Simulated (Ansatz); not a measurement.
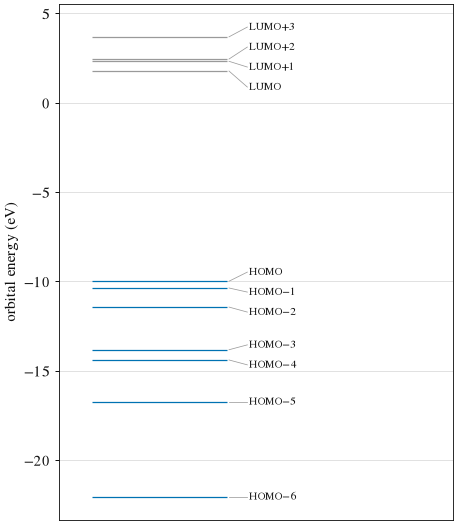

Hartree-Fock orbital energies near the frontier, HF/def2-TZVPP with the Ansatz code 0.2.0, at a PBE0-D4/def2-TZVP geometry (a minimum by its frequencies), isolated molecule; empty levels in grey, levels within 0.03 eV side by side.

> Which molecule has this level scheme?
A. ZnNH₃S, SMILES [NH2][Zn][SH], singlet
B. AlSiNH₅F₃, SMILES [F][Al-]([F])([F])[NH2+][SiH3], singlet
C. AlGeSiH₇, SMILES [AlH2][SiH2][GeH3], singlet

Option A. HOMO −9.99 eV, LUMO 1.78 eV, separation 11.77 eV.

Note: no scalar relativity up to krypton; empty levels above zero depend strongly on the basis.
